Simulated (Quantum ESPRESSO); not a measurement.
# Mo (Im-3m): coupling and resistivity with EPW

Wanted: λ, Tc and ρ(T) of Mo (Im-3m) from Quantum ESPRESSO and EPW.

Main program and level: Quantum ESPRESSO 7.5; DFT PBEsol, scalar-relativistic, plane waves, PseudoDojo 0.4.1 norm-conserving pseudopotentials.

**What experiment says.**

For Mo (from earlier experiments), “Localization of electronic states resulting from electronic topological transitions in the Mo1-xRex alloys: A photoemission study” (2020, arxiv:2005.12835) quotes earlier work: superconducting transition temperature (superconducting transition temperature, x = 0) 0.9 K.

Most raw output is cut from this account.

## Step 1: The structure

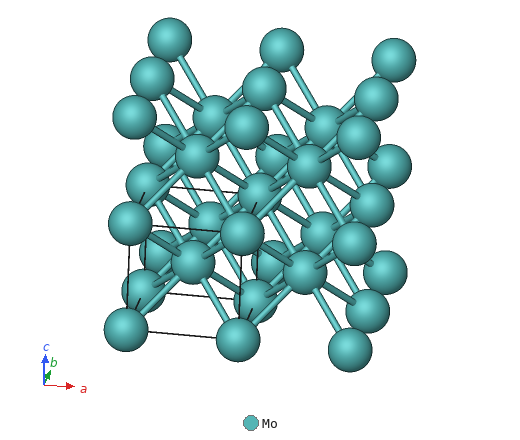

The starting structure, seen slightly off an axis (molybdenum teal). 2×2×2 cells are drawn. This picture shows the conventional cell, with its axes. Some periodic images of atoms are drawn too.

## Step 2: Relaxation

The cell is relaxed under the functional used for all that follows.

File relax.in:

```
 &control
    calculation='vc-relax',
    prefix='x',
    outdir='./tmp',
    pseudo_dir='./pseudo',
    tprnfor=.true.,
    tstress=.true.,
    etot_conv_thr=1.0d-05,
    forc_conv_thr=4.0d-04,
 /
 &system
    ibrav=0,
    nat=1,
    ntyp=1,
    ecutwfc=80.0,
    occupations='smearing',
    smearing='mv',
    degauss=0.02,
 /
 &electrons
    conv_thr=1.0d-11,
 /
 &ions
 /
 &cell
    press_conv_thr=0.4,
 /
ATOMIC_SPECIES
 Mo     95.9500  Mo.upf
CELL_PARAMETERS angstrom
    -1.573415000    1.573415000    1.573415000
     1.573415000   -1.573415000    1.573415000
     1.573415000    1.573415000   -1.573415000
ATOMIC_POSITIONS crystal
 Mo     0.000000000   0.000000000   0.000000000
K_POINTS automatic
 12 12 12 0 0 0
```

The run is started by

```console
> OMP_NUM_THREADS=1 mpirun -n 8 pw.x -nk 8 -in relax.in > relax.out
```

It took 18 s on 8 MPI ranks of Arm Neoverse N1, shared host; 2.4 min of CPU time.

This step gave:

| Item | Value |
| --- | --- |
| free energy | -1912.3187 eV |
| pressure | -0.01200 GPa |
| volume per atom | 15.35 Å³/atom |

The volume ends at 15.35 Å³ an atom, -1.5 % from the start.

## Step 3: Ground state

Linear response needs a tightly converged ground state.

File scf.in:

```
 &control
    calculation='scf',
    prefix='x',
    outdir='./tmp',
    pseudo_dir='./pseudo',
    tprnfor=.true.,
    tstress=.true.,
 /
 &system
    ibrav=0,
    nat=1,
    ntyp=1,
    ecutwfc=80.0,
    occupations='smearing',
    smearing='mv',
    degauss=0.02,
 /
 &electrons
    conv_thr=1.0d-12,
 /
ATOMIC_SPECIES
 Mo     95.9500  Mo.upf
CELL_PARAMETERS angstrom
    -1.565478400    1.565478400    1.565478400
     1.565478400   -1.565478400    1.565478400
     1.565478400    1.565478400   -1.565478400
ATOMIC_POSITIONS crystal
 Mo     0.000000000   0.000000000   0.000000000
K_POINTS automatic
 12 12 12 0 0 0
```

The run is started by

```console
> OMP_NUM_THREADS=1 mpirun -n 8 pw.x -nk 8 -in scf.in > scf.out
```

Elapsed: 4.9 s, on 8 MPI ranks; 38 s of CPU time.

This step gave:

```yaml
fermi_energy: 21.58 eV
```

The Fermi level lies at 21.58 eV and the pressure is -0.012 GPa.

## Step 4: Phonons on the coarse mesh

ph.x gives the dynamical matrices and the changes of the potential on a coarse q mesh, which EPW interpolates.

File ph.in:

```
phonons
 &inputph
    prefix='x',
    outdir='./tmp',
    tr2_ph=1.0d-14,
    fildyn='x.dyn',
    fildvscf='dvscf',
    ldisp=.true.,
    nq1=4,
    nq2=4,
    nq3=4,
    alpha_mix(1)=0.5,
    amass(1)=95.95,
 /
```

The run is started by

```console
> OMP_NUM_THREADS=1 mpirun -n 8 ph.x -nk 8 -in ph.in > ph.out
```

Wall time 19 min (8 MPI ranks).

Numbers from this step:

- lowest frequency off the zone centre: 117.5 cm⁻¹
- largest magnitude of the acoustic modes at the zone centre, before the sum rule: 9.072 cm⁻¹

Frequencies at the irreducible wavevectors:

```tsv
q1	q2	q3	star	mode 1 (cm⁻¹)	mode 2 (cm⁻¹)	mode 3 (cm⁻¹)
0	0	0	1	-9.1	-9.1	-9.1
0	0	0.25	12	117.5	138.2	202
0	0	-0.5	6	154.7	207.2	277.9
0	0.25	0.25	24	195.6	207.9	246.6
0.25	0.25	0.25	2	216.7	216.7	216.7
0.25	0.25	-0.25	6	149	149	250
0.25	-0.5	-0.5	12	181	237.6	246.2
-0.5	-0.5	-0.5	1	199.9	199.9	199.9
```

The lowest mode off the zone centre lies at 117 cm⁻¹ and the highest of all solved modes at 278 cm⁻¹, so the solved wavevectors are stable. The acoustic modes at the centre lie within 9.1 cm⁻¹ of zero before the sum rule is imposed.

## Step 5: Bands for the check

Bands on a path serve later as the test of the Wannier interpolation; inside the frozen window, points that lie on the coarse mesh match by construction, and those between them test it.

File bands.in:

```
 &control
    calculation='bands',
    prefix='x',
    outdir='./tmp',
    pseudo_dir='./pseudo',
    verbosity='high',
 /
 &system
    ibrav=0,
    nat=1,
    ntyp=1,
    ecutwfc=80.0,
    occupations='smearing',
    smearing='mv',
    degauss=0.02,
    nbnd=30,
 /
 &electrons
    conv_thr=1.0d-10,
 /
ATOMIC_SPECIES
 Mo     95.9500  Mo.upf
CELL_PARAMETERS angstrom
    -1.565478400    1.565478400    1.565478400
     1.565478400   -1.565478400    1.565478400
     1.565478400    1.565478400   -1.565478400
ATOMIC_POSITIONS crystal
 Mo     0.000000000   0.000000000   0.000000000
K_POINTS crystal
73
 0.00000000 0.00000000 0.00000000 0.01369863
 0.02777778 -0.02777778 0.02777778 0.01369863
 0.05555556 -0.05555556 0.05555556 0.01369863
 0.08333333 -0.08333333 0.08333333 0.01369863
[the list of k-points goes on]
```

The run is started by

```console
> OMP_NUM_THREADS=1 mpirun -n 8 pw.x -nk 8 -in bands.in > bands.out
```

Elapsed: 8.4 s, on 8 MPI ranks; 66 s of CPU time.

## Step 6: States on the coarse mesh

Wannier functions need the states on a full uniform k mesh, and the couplings need it to be a multiple of the q mesh.

File nscf.in:

```
 &control
    calculation='nscf',
    prefix='x',
    outdir='./tmp',
    pseudo_dir='./pseudo',
    verbosity='high',
 /
 &system
    ibrav=0,
    nat=1,
    ntyp=1,
    ecutwfc=80.0,
    occupations='smearing',
    smearing='mv',
    degauss=0.02,
    nbnd=30,
 /
 &electrons
    conv_thr=1.0d-11,
 /
ATOMIC_SPECIES
 Mo     95.9500  Mo.upf
CELL_PARAMETERS angstrom
    -1.565478400    1.565478400    1.565478400
     1.565478400   -1.565478400    1.565478400
     1.565478400    1.565478400   -1.565478400
ATOMIC_POSITIONS crystal
 Mo     0.000000000   0.000000000   0.000000000
K_POINTS crystal
512
 0.00000000 0.00000000 0.00000000 0.00195312
 0.00000000 0.00000000 0.12500000 0.00195312
 0.00000000 0.00000000 0.25000000 0.00195312
 0.00000000 0.00000000 0.37500000 0.00195312
[the list of k-points goes on]
```

The run is started by

```console
> OMP_NUM_THREADS=1 mpirun -n 8 pw.x -nk 8 -in nscf.in > nscf.out
```

The job ended after 55 s (8 MPI ranks; 7.3 min of CPU time).

This step gave:

| Item | Value |
| --- | --- |
| Fermi energy | 21.60 eV |

## Step 7: Wannier functions and couplings

Projections Mo s, p, d start 9 Wannier functions; states up to 2.5 eV over the Fermi level are frozen, and the projected functions are kept without the localisation step. Hamiltonian, force constants and couplings go to real space.

File epw1.in:

```
--
 &inputepw
    prefix='x',
    outdir='./tmp',
    dvscf_dir='./save',
    elph=.true.,
    etf_mem=1,
    nbndsub=9,
    bands_skipped='exclude_bands = 1-4',
    use_ws=.true.,
    vme='wannier',
    asr_typ='crystal',
    nk1=8,
    nk2=8,
    nk3=8,
    nq1=4,
    nq2=4,
    nq3=4,
    amass(1)=95.95,
    epwwrite=.true.,
    epwread=.false.,
    wannierize=.true.,
    num_iter=0,
    dis_win_max=61.58,
    dis_froz_max=24.078,
    proj(1)='Mo:s;p;d',
    wdata(1)='dis_num_iter = 600',
    wdata(2)='guiding_centres = .true.',
    wdata(3)='num_print_cycles = 50',
    wdata(4)='dis_mix_ratio = 0.7',
    band_plot=.true.,
    filkf='path.dat',
    filqf='path.dat',
    fsthick=100.0,
    efermi_read=.true.,
    fermi_energy=21.5776,
 /
```

The run is started by

```console
> OMP_NUM_THREADS=1 mpirun -n 8 epw.x -nk 8 -in epw1.in > epw1.out
```

It took 11 min on 8 MPI ranks.

This step gave:

- r.m.s. error of the interpolated bands from 2 eV under to 1 eV over the Fermi level: 4.9 meV
- largest error in that range: 18.5 meV
- lowest interpolated frequency on the path: 0 cm⁻¹

The electronic bands at the labelled points (eV, zero at the Fermi level; # counts the bands kept):

```tsv
point	#1	#2	#3	#4	#5	#6	#7
Γ	-7.22	-1.28	-1.28	-1.28	1.79	1.79	15.06
H	-5.49	-5.49	4.23	4.23	4.23	9.32	9.32
N	-5.34	-3.38	1.79	1.84	2.48	5.03	12.01
Γ	-7.22	-1.28	-1.28	-1.28	1.79	1.79	15.06
P	-2.56	-2.56	-2.56	2.61	2.61	9.86	11.88
H	-5.49	-5.49	4.23	4.23	4.23	9.32	9.32
```

The same for Wannier interpolation:

```tsv
point	#1	#2	#3	#4	#5	#6	#7
Γ	-7.22	-1.28	-1.28	-1.28	1.79	1.79	30.24
H	-5.49	-5.49	4.23	4.23	4.23	10.73	10.73
N	-5.34	-3.38	1.79	1.84	2.48	5.03	12.22
Γ	-7.22	-1.28	-1.28	-1.28	1.79	1.79	30.24
P	-2.56	-2.56	-2.56	2.61	2.61	9.86	11.99
H	-5.49	-5.49	4.23	4.23	4.23	10.73	10.73
```

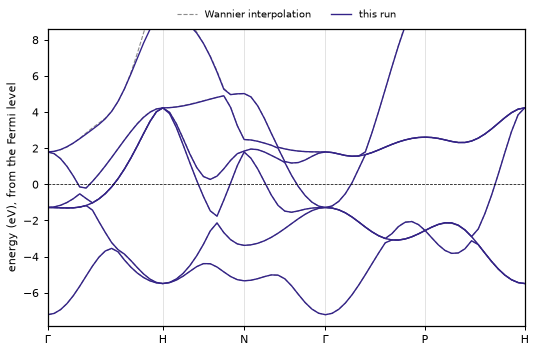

Electronic bands along the path; dashed: Wannier interpolation.

The phonon branches at the labelled points (cm⁻¹):

```tsv
point	branch 1	branch 2	branch 3
Γ	0	0	0
H	200	200	200
N	155	207	278
Γ	0	0	0
P	217	217	217
H	200	200	200
```

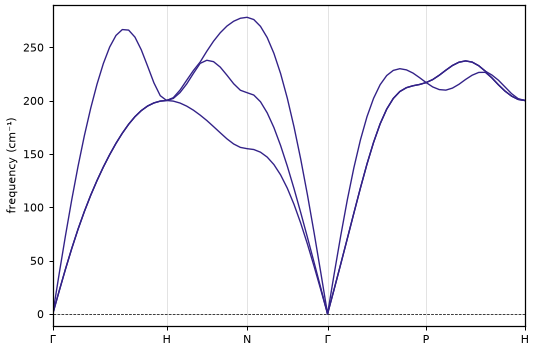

Phonon branches along the path.

Near the Fermi level the interpolated bands miss those of pw.x by 5 meV r.m.s. and 18 meV at most, each level matched to the nearest interpolated one; the r.m.s. value is under the 60 meV set for going on.

## Step 8: Coupling and Tc: fine k 20×20×20, q 10×10×10, width 0.15 eV, window 0.61 eV

The couplings are interpolated to a fine mesh near the Fermi level; their sum gives α²F and λ, and the linearised gap equation gives Tc.

File a2f-1.in:

```
--
 &inputepw
    prefix='x',
    outdir='./tmp',
    dvscf_dir='./save',
    elph=.true.,
    etf_mem=1,
    nbndsub=9,
    bands_skipped='exclude_bands = 1-4',
    use_ws=.true.,
    vme='wannier',
    asr_typ='crystal',
    nk1=8,
    nk2=8,
    nk3=8,
    nq1=4,
    nq2=4,
    nq3=4,
    amass(1)=95.95,
    epwwrite=.false.,
    epwread=.true.,
    wannierize=.false.,
    nkf1=20,
    nkf2=20,
    nkf3=20,
    nqf1=10,
    nqf2=10,
    nqf3=10,
    mp_mesh_k=.true.,
    ephwrite=.true.,
    eliashberg=.true.,
    liso=.true.,
    limag=.true.,
    tc_linear=.true.,
    tc_linear_solver='lapack',
    fsthick=0.61,
    degaussw=0.15,
    degaussq=0.5,
    nqstep=500,
    muc=0.13,
    wscut=0.3,
    nsiter=500,
    nstemp=7,
    temps=0.5 1.0 2.0 4.0 8.0 16.0 32.0,
 /
```

The run is started by

```console
> OMP_NUM_THREADS=1 mpirun -n 8 epw.x -nk 8 -in a2f-1.in > a2f-1.out
```

The job ended after 3.9 min (8 MPI ranks; 31 min of CPU time).

Numbers from this step:

* coupling constant λ: 0.4168
* log mean phonon energy ħω_log: 23.51 meV
* density of states at the Fermi level: 0.3239 states/eV a spin and cell
* Fermi level on the fine mesh: 21.72 eV

The a2F has structure finer than the step of the table below, so its rows give means over 2.5 meV, whole bins alone (the curve runs from 0.076 to 37.7 meV). Peaks (meV: height): 20.40: 0.474, 22.53: 0.447, 24.04: 0.419, 25.56: 0.473, 27.68: 0.331, 31.02: 0.439, 32.54: 0.374.

The a2F by phonon energy; means over each step:

```tsv
phonon energy (meV)	a2F
2.5	0
5.0	6.0e-4
7.5	0.00489
10.0	0.00359
12.5	0.0173
15.0	0.0280
17.5	0.142
20.0	0.282
22.5	0.325
25.0	0.379
27.5	0.262
30.0	0.306
32.5	0.253
35.0	0.0118
```

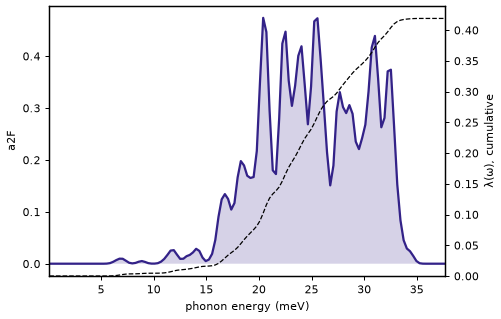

A2F, plotted against phonon energy. The dashed line is the running λ.

λ = 0.417 and ħω_log = 23.5 meV. The eigenvalue passes 1 near 1.4 K.

## Step 9: Resistivity: fine k 24×24×24, q 12×12×12, adaptive width, window 0.32 eV

The Boltzmann equation is solved by iteration on a fine mesh; only states within the window around the Fermi level enter.

File bte-1.in:

```
--
 &inputepw
    prefix='x',
    outdir='./tmp',
    dvscf_dir='./save',
    elph=.true.,
    etf_mem=1,
    nbndsub=9,
    bands_skipped='exclude_bands = 1-4',
    use_ws=.true.,
    vme='wannier',
    asr_typ='crystal',
    nk1=8,
    nk2=8,
    nk3=8,
    nq1=4,
    nq2=4,
    nq3=4,
    amass(1)=95.95,
    epwwrite=.false.,
    epwread=.true.,
    wannierize=.false.,
    nkf1=24,
    nkf2=24,
    nkf3=24,
    nqf1=12,
    nqf2=12,
    nqf3=12,
    mp_mesh_k=.true.,
    scattering=.true.,
    iterative_bte=.true.,
    epmatkqread=.false.,
    assume_metal=.true.,
    int_mob=.false.,
    carrier=.false.,
    ngaussw=-99,
    mob_maxiter=200,
    broyden_beta=0.7,
    fsthick=0.32,
    degaussw=0.0,
    nstemp=6,
    temps=150 200 273 300 400 500,
    restart=.false.,
    selecqread=.false.,
 /
```

The run is started by

```console
> OMP_NUM_THREADS=1 mpirun -n 8 epw.x -nk 8 -in bte-1.in > bte-1.out
```

Elapsed: 5.2 min, on 8 MPI ranks; 42 min of CPU time.

This step gave:

| Quantity | Value |
| --- | --- |
| iterations | 25 |
| resistivity at 300 K | 5.080 μΩ cm |

Resistivity, by row:

```tsv
T (K)	rho_xx (μΩ cm)	rho_yy	rho_zz	relaxation-time approximation, mean of the axes (μΩ cm)
150	2.454	2.454	2.454	2.553
200	3.163	3.163	3.163	3.29
273	4.515	4.515	4.515	4.688
300	5.08	5.08	5.08	5.271
400	7.329	7.329	7.329	7.589
500	9.653	9.653	9.653	9.989
```

ρ(300 K) = 5.08 μΩ cm; the relaxation-time start gave 5.27. One mesh does not show convergence. The largest adaptive width printed is 0.70 eV, against a window of 0.32 eV outside which no state is counted.

## Step 10: Resistivity, input with a fault, fine q mesh 8×8×8, fine mesh 8×8×8

A variant of the settings follows.

bad.in, as its differences from bte-1.in of step 9:

```diff
@@ -22,8 +22,8 @@
     wannierize=.false.,
-    nkf1=24,
-    nkf2=24,
-    nkf3=24,
-    nqf1=12,
-    nqf2=12,
-    nqf3=12,
+    nkf1=8,
+    nkf2=8,
+    nkf3=8,
+    nqf1=8,
+    nqf2=8,
+    nqf3=8,
     mp_mesh_k=.true.,
```

The run is started by

```console
> OMP_NUM_THREADS=1 mpirun -n 8 epw.x -nk 8 -in bad.in > bad.out
```

The job ended after 54 s (8 MPI ranks; 7.2 min of CPU time).

Numbers from this step:

```
iterations           : 26
resistivity at 300 K : 2.785 μΩ cm
```

Resistivity, by row:

```tsv
T (K)	rho_xx (μΩ cm)	rho_yy	rho_zz	relaxation-time approximation, mean of the axes (μΩ cm)
150	1.361	1.361	1.361	1.595
200	1.947	1.947	1.947	2.258
273	2.577	2.577	2.577	2.924
300	2.785	2.785	2.785	3.135
400	3.571	3.571	3.571	3.951
500	4.389	4.389	4.389	4.798
```

This input has a fine mesh far too coarse, and its ρ(300 K) = 2.79 μΩ cm is no result.

For the resistivity at 300 K, step 9 gave 5.08 μΩ cm; this run, with fine q mesh 8×8×8 and fine mesh 8×8×8, gives 2.79 μΩ cm (-45 %).

## Step 11: Resistivity: fine k 32×32×32, q 16×16×16, adaptive width, window 0.32 eV

At these temperatures only states within a few k_B T of the Fermi level carry current, so the mesh must be dense; it is refined.

bte-2.in, as its differences from bad.in of step 10:

```diff
@@ -22,8 +22,8 @@
     wannierize=.false.,
-    nkf1=8,
-    nkf2=8,
-    nkf3=8,
-    nqf1=8,
-    nqf2=8,
-    nqf3=8,
+    nkf1=32,
+    nkf2=32,
+    nkf3=32,
+    nqf1=16,
+    nqf2=16,
+    nqf3=16,
     mp_mesh_k=.true.,
```

The run is started by

```console
> OMP_NUM_THREADS=1 mpirun -n 8 epw.x -nk 8 -in bte-2.in > bte-2.out
```

Wall time 13 min (8 MPI ranks).

This step gave:

| Quantity | Value |
| --- | --- |
| iterations | 25 |
| resistivity at 300 K | 3.746 μΩ cm |

Resistivity, by row:

```tsv
T (K)	rho_xx (μΩ cm)	rho_yy	rho_zz	relaxation-time approximation, mean of the axes (μΩ cm)
150	1.782	1.782	1.782	1.805
200	2.343	2.343	2.343	2.389
273	3.335	3.335	3.335	3.423
300	3.746	3.746	3.746	3.852
400	5.418	5.418	5.418	5.607
500	7.214	7.214	7.214	7.503
```

ρ(300 K) = 3.75 μΩ cm, against 5.08 before (-26 %); the relaxation-time start gave 3.85. The largest adaptive width printed is 0.52 eV, against a window of 0.32 eV outside which no state is counted.

## Step 12: Coupling and Tc: fine k 32×32×32, q 16×16×16, width 0.1 eV, window 0.41 eV

The sum is repeated with other meshes, delta width and window to test it.

File a2f-2.in:

```
--
 &inputepw
    prefix='x',
    outdir='./tmp',
    dvscf_dir='./save',
    elph=.true.,
    etf_mem=1,
    nbndsub=9,
    bands_skipped='exclude_bands = 1-4',
    use_ws=.true.,
    vme='wannier',
    asr_typ='crystal',
    nk1=8,
    nk2=8,
    nk3=8,
    nq1=4,
    nq2=4,
    nq3=4,
    amass(1)=95.95,
    epwwrite=.false.,
    epwread=.true.,
    wannierize=.false.,
    nkf1=32,
    nkf2=32,
    nkf3=32,
    nqf1=16,
    nqf2=16,
    nqf3=16,
    mp_mesh_k=.true.,
    ephwrite=.true.,
    eliashberg=.true.,
    liso=.true.,
    limag=.true.,
    tc_linear=.true.,
    tc_linear_solver='lapack',
    fsthick=0.41,
    degaussw=0.1,
    degaussq=0.5,
    nqstep=500,
    muc=0.13,
    wscut=0.3,
    nsiter=500,
    nstemp=7,
    temps=0.5 1.0 2.0 4.0 8.0 16.0 32.0,
 /
```

The run is started by

```console
> OMP_NUM_THREADS=1 mpirun -n 8 epw.x -nk 8 -in a2f-2.in > a2f-2.out
```

It took 15 min on 8 MPI ranks.

Numbers from this step:

| Item | Value |
| --- | --- |
| coupling constant λ | 0.4962 |
| log mean phonon energy ħω_log | 23.69 meV |
| density of states at the Fermi level | 0.3069 states/eV a spin and cell |
| Fermi level on the fine mesh | 21.74 eV |

The a2F has structure finer than the step of the table below, so its rows give means over 2.5 meV, whole bins alone (the curve runs from 0.076 to 37.7 meV). Peaks (meV: height): 24.35: 0.598, 31.32: 0.403.

The a2F by phonon energy; means over each step:

```tsv
phonon energy (meV)	a2F
2.5	9.7e-5
5.0	0.00107
7.5	0.00472
10.0	0.00715
12.5	0.0149
15.0	0.0304
17.5	0.0756
20.0	0.327
22.5	0.492
25.0	0.523
27.5	0.358
30.0	0.306
32.5	0.257
35.0	0.0116
```

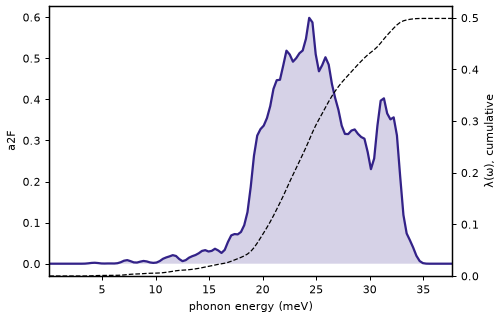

A2F, plotted against phonon energy. The dashed line is the running λ.

Tc lies where the eigenvalue is 1; mu* = 0.13. Eigenvalue against temperature:

```tsv
T (K)	largest eigenvalue of the linearised gap equation
0.5	1.666
1	1.417
2	1.17
4	0.9247
8	0.6829
16	0.4481
32	0.2255
```

λ = 0.496 and ħω_log = 23.7 meV, against 0.417 and 23.5 with fine k 20×20×20, q 10×10×10, width 0.15 eV (+19 % in λ). The eigenvalue passes 1 near 3.2 K.

(Continued in part 2 of 2.)

[The logs of pw.x and epw.x are selected lines.]

[Logs are printed without paths, hosts, clocks, repeated set-up lines and the standing remarks that a program may print on its own settings, such as how far it seeks lower states.]

[Hosts, paths, dates, database ids (printed as entryN), source tags and the programs' standing remarks are cut or masked in the printed files.]
